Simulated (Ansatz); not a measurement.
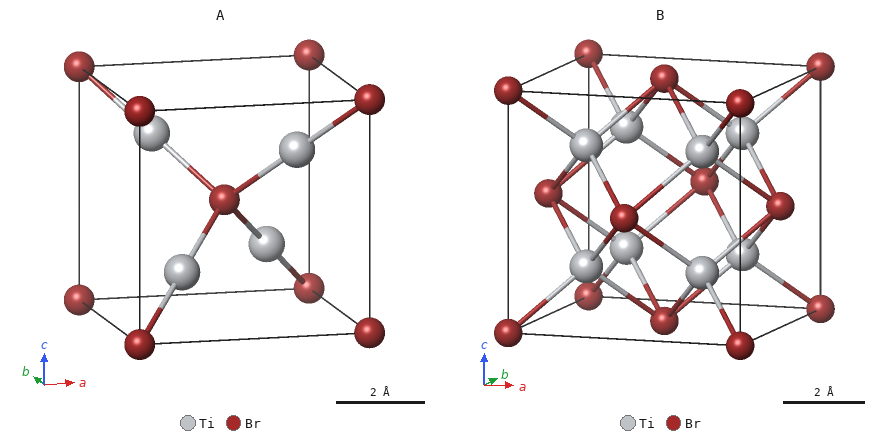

Two structures of Ti2Br, each relaxed to rest (conventional cells in solid outline, small ones repeated, not to one scale). Method: Ansatz, DFT PBE, scalar-relativistic, plane waves, PAW, without spin polarisation.

### Characterise the two forms.

A: cuprite (Cu₂O) type, Pn-3m. B: antifluorite, Fm-3m.

### A or B: which is lower in energy?

B is lower, by 592 meV/atom at this level of theory (energies at zero smearing). Volumes: A 26.7, B 18.6 Å³/atom.

One or both may be structure types tried for this composition rather than known phases.
